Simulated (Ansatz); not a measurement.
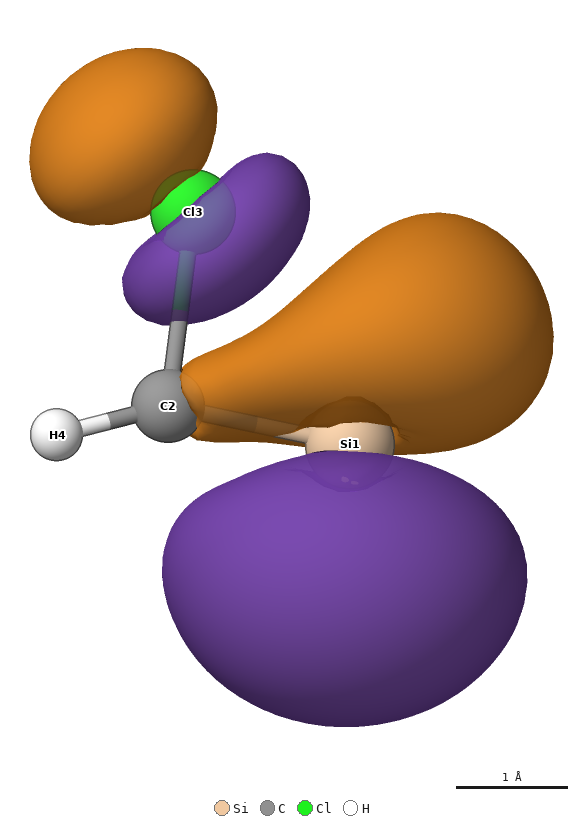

Figure 1: CHClSi. The LUMO at ±0.08 Å⁻³ᐟ² (orange and purple are the two phases), seen at a tilt.

Geometry: PBE0-D4/def2-TZVP.

The calculation used RKS PBE0-D4/def2-TZVPP in Ansatz.

Describe this orbital and give its energy.

By Hirshfeld shares it lies mainly on Si1 (about 75 %), Cl3 (about 15 %) and C2 (about 5 %); it is symmetric in the molecular plane (an in-plane orbital: σ, lone-pair or in-plane π type). Its energy is −2.20 eV.
